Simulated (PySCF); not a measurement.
```xyz
12

N     1.5076    0.8414   -0.4759
B     0.9725    0.2802    0.6623
F     1.6952    0.3215    1.7846
C    -0.4634   -0.4311    0.7547
C    -1.2385   -0.4374   -0.5334
F    -0.5935   -1.0730   -1.5310
F    -1.4914    0.8021   -0.9969
F    -2.4333   -1.0418   -0.4228
H     2.4164    1.2732   -0.4751
H     1.0565    0.8675   -1.3731
H    -0.3461   -1.4683    1.0746
H    -1.0809    0.0650    1.5059
```

Geometry: GFN2-xTB.

Method: PBE0/pcSseg-1, SCF density, gas phase, non-relativistic (PySCF 2.14.0).

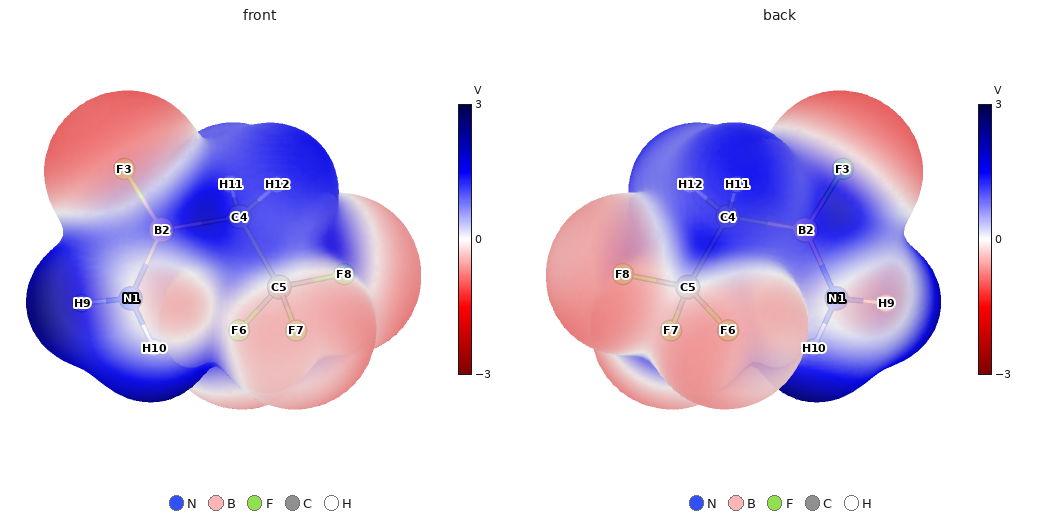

C$_{2}$H$_{4}$BF$_{4}$N (SMILES NB(F)CC(F)(F)F). The molecular electrostatic potential painted on the density surface at 0.004 e/bohr³, seen from the front and from behind; red is negative and blue positive.

Describe the electrostatic potential map.

Answer. The most negative region (about −0.9 V) lies over F3, the most positive (about +2.6 V) over H9.

What dipole moment does the calculation give?

Answer. Its dipole moment is 1.53 D.
